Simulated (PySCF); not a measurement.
Vertical excitations of a molecule C3H5FOSi from TDA-LC-ωPBE/def2-SVPD run with PySCF, as energy in eV (oscillator strength): 6.46 (0.001), 6.59 (0.368), 7.22 (0.001), 7.47 (0.004), 7.74 (0.003), 8.28 (0.003), 8.38 (0.008), 8.58 (0.009), 8.61 (0.000), 8.76 (0.097). Lowest triplet (TDA): 3.68 eV. The structure is a stationary point at B3LYP-D3(BJ)/def2-SVP. One conformer was computed; it need not be the lowest.

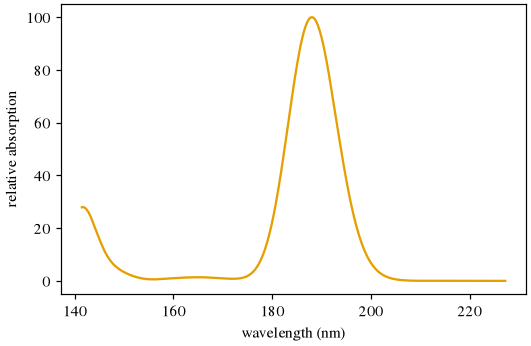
Figure: The lines broadened by 0.4 eV.

Q: Which molecule gave these data?
A. O=C1C[C@H](F)[SiH2]1
B. FC1=C([SiH3])OC1
C. O[Si@@H]1C=C(F)C1
D. F[SiH2]C1=COC1

A: D, F[SiH2]C1=COC1
